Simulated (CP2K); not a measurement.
Consider trimethylamine at its PBE geometry (Å).

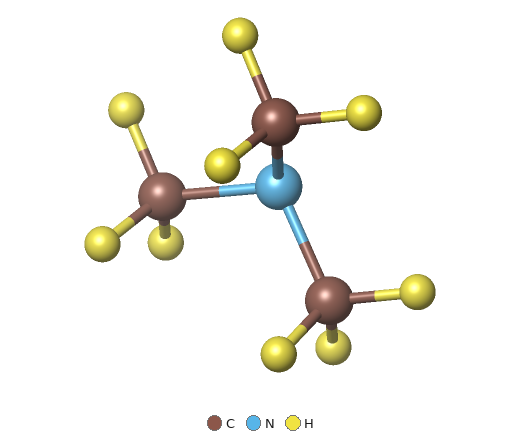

The molecule (carbon brown, nitrogen blue, hydrogen yellow).

```xyz
13

C    -0.3603    1.3043    0.3045
N    -0.1477   -0.1319    0.4703
C     1.2693   -0.4573    0.3179
C    -0.9492   -0.8824   -0.4943
H    -0.0610    1.6667   -0.7055
H     0.2236    1.8578    1.0523
H    -1.4230    1.5423    0.4494
H     1.6625   -0.1952   -0.6909
H     1.4248   -1.5336    0.4738
H     1.8608    0.0888    1.0655
H    -0.6825   -0.6447   -1.5494
H    -0.8031   -1.9606   -0.3413
H    -2.0144   -0.6543   -0.3524
```

Method: CP2K XAS_TDP, all-electron GAPW, PBEh(45%), aug-cc-pVDZ, TDA, GW2X-corrected core level, no relativity.

Q: Predict the bright core excitations at the N K edge.

Leading lines: N2 404.21 eV. The leading line of an atom is its first one with 35 % of the strongest within 2.5 eV of its lowest line over the strength cut. Core ionisation energies at this level: N2 405.11 eV.

The first six lines of each atom with a strength over 0.0015:

```csv
atom,energy (eV),states,"strength, one atom",above the computed threshold
N2 (bonded to 3 C),403.47,1,0.0022,
,404.21,2,0.0115,
,404.30,1,0.0018,
,404.74,2,0.0145,
,405.75,1,0.0100,yes
,406.11,2,0.0485,yes
```

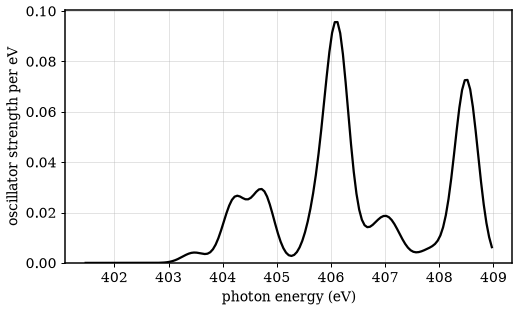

All atoms added, broadened by 0.5 eV.

Lines are vertical, at one geometry, with no vibrational structure. GW2X ionisation energies and lines can be off by 1 to 2 eV either way, and a good line position may hide errors that cancel. These values hold no scalar relativity, about 0.2 eV for N 1s. Rydberg lines, and the discretised continuum above threshold, depend on the basis and the box.

[Banner, clock and machine lines of the logs are left out without a mark of their own.]

[Logs are printed without paths, hosts, clocks, repeated set-up lines and the standing remarks that a program may print on its own settings, such as how far it seeks lower states.]

[Hosts, paths, dates, database ids (printed as entryN), source tags and the programs' standing remarks are cut or masked in the printed files.]
